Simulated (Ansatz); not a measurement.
# H₅O₄Si···H: what the fields show

```xyz
11

Si   -0.2817    0.0419   -0.0486
O     0.9611    0.1909    1.2783
O    -0.2606   -1.2477   -1.0741
O    -1.3816   -0.5263    1.0453
O    -0.9165    1.4799   -0.4948
H     1.5893    0.3128    0.3911
H     1.3165    0.5205   -0.7611
H     1.0531   -0.5700    1.8673
H     0.3529   -1.1543   -1.8047
H    -2.0873   -1.0486    0.6626
H    -0.3451    2.0008   -1.0611
```

A transition-state structure; geometry: PBE0-D4/def2-TZVP.

Theory: RKS PBE0-D4/def2-TZVPP (Ansatz).

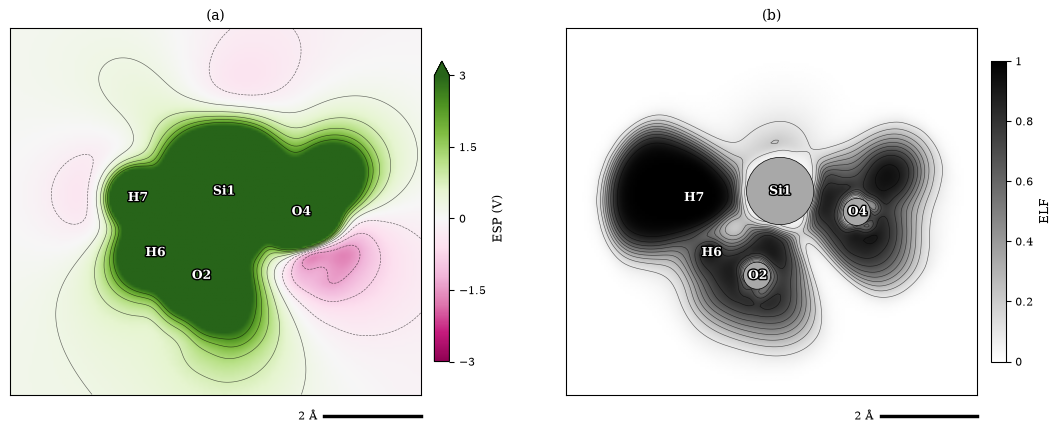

Figure 1. (a) molecular electrostatic potential; (b) electron localisation function on the plane of atoms O2, Si1 and O4. Grey discs cover the atomic cores in the ELF map.

What does the map show?

Answer. Atoms in the plane: Si, O and H. H6···H7 (1.20 Å): the ELF is about 0.85 at the midpoint and 0.65 at its lowest between the atoms. Si–O (1.65 Å): the ELF peaks at about 0.90 between the atoms: a shared but strongly polarised pair. Si–O (1.82 Å): the ELF peaks at about 0.90 between the atoms; a polar covalent bond. The ELF also peaks beside O4, away from the bonds: lone-pair regions. Outside the dense part of the complex the potential is most negative (−1.7 V) near O4.

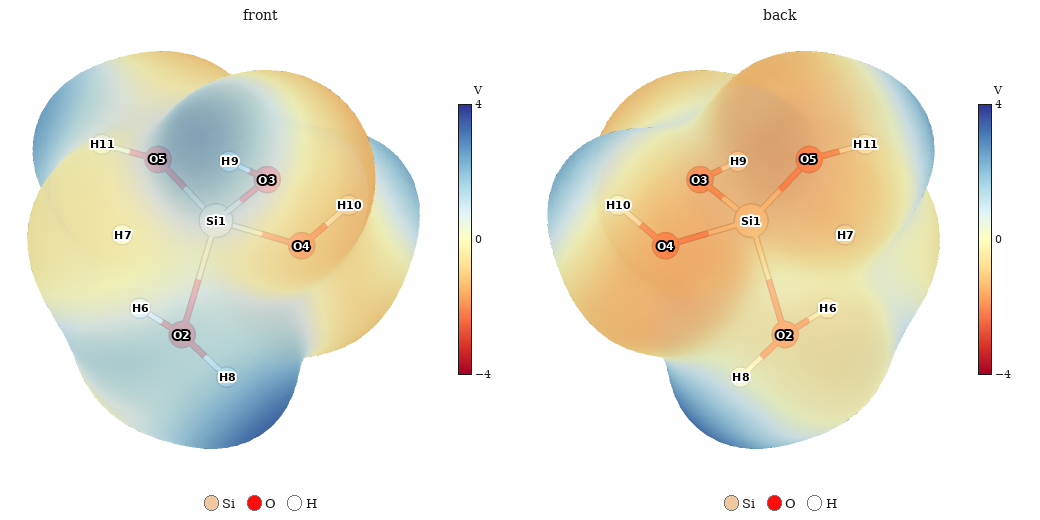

Figure 2. The molecular electrostatic potential painted on the density surface at 0.002 e/bohr³, seen from the front and from behind; the colour scale runs from red (negative) to blue (positive).

Which sites attract a positive test charge, and which a negative one?

Answer. A positive charge is drawn to the negative regions and a negative charge to the positive ones. The most negative region (about −1.7 V) lies over O4 and O5, the most positive (about +3.2 V) over H8.

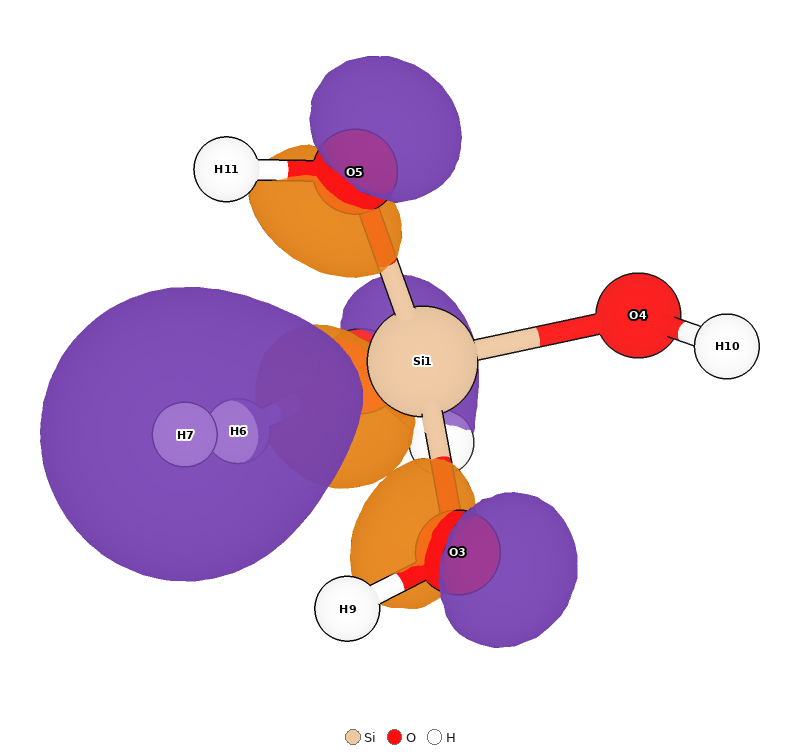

Figure 3. The HOMO at ±0.15 Å⁻³ᐟ² (orange and purple are the two phases), seen from one side.

Describe this orbital and give its energy.

Answer. It lies mainly on H7 (about 40 %), O2 (about 15 %), Si1 (about 10 %), O3 (about 10 %), O5 (about 10 %) and H6 (about 10 %). Its energy is −7.64 eV.

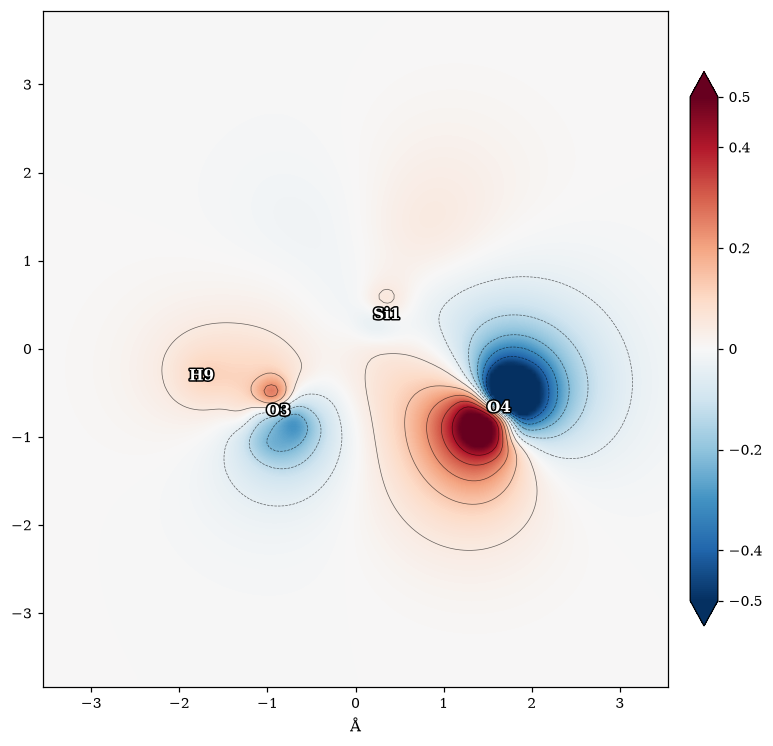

Figure 4. The HOMO−1 on the plane of atoms Si1, O3 and H9 (values in Å⁻³ᐟ²; the overall sign is arbitrary).

Where does this orbital lie, and at what energy?

Answer. By Hirshfeld shares it lies mainly on O4 (about 60 %), O3 (about 15 %) and O5 (about 10 %). Its energy is −8.80 eV.
